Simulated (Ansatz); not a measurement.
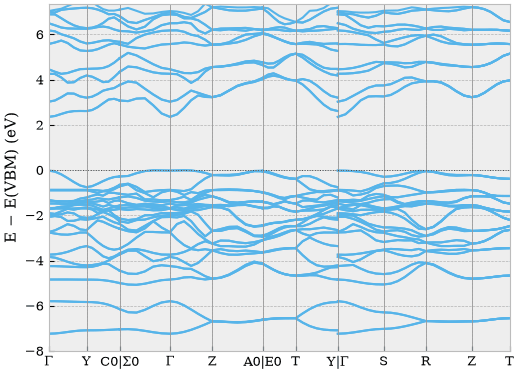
Figure: Band structure from plane-wave PAW r²SCAN+D4 with spin–orbit coupling (Ansatz code)

The gap is 2.35 eV; an edge lies off the plotted path or next to a special point (maximum off the standard path, minimum at Γ).

The material is BiPbClO$_{2}$ in space group Cmcm (No. 63; Bi on 4c, Pb on 4c, Cl on 4c, O on 8e).

The workflow started from a Materials Project entry (that database holds measured and hypothetical structures alike); the Crystallography Open Database files this formula in space group No. 63, but the cells were not matched. Its standing as an ambient phase is unchecked. Symmetry was held in the r²SCAN+D4 relaxation; whether a distortion lowers the energy is not shown.

Potentials: the later of the program's two PAW sets.
